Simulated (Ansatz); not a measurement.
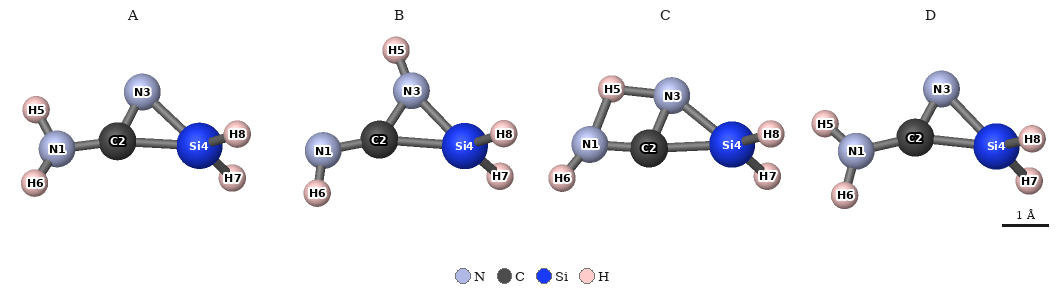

4 geometries from a converged minimum-energy path of CH$_{4}$N$_{2}$Si, shuffled. Style: ball-and-stick. Shown face on.

These are results of RKS PBE0-D4/cc-pVDZ in Ansatz 0.2.0, not measurements. Run with 5 movable images; climbing image; force threshold 0.05 eV/Å; iteration limit 60; starting path through a guess of the saddle point.

Question: Which frame is the top of the path?

Answer: C. In order along the path, whose images run from 0 to 6: D (image 0, 0.0 kcal/mol), A (image 1, +3.5 kcal/mol), C (image 3, +55.3 kcal/mol), B (image 6, +5.3 kcal/mol). A hydrogen atom shifts from one atom to another. Breaking: N1–H5 (1.02 → 1.41 at the top → 2.89 Å). Forming: N3–H5 (2.68 → 1.33 at the top → 1.02 Å).

The run took of the order of 2.3 core-minutes on a shared host.
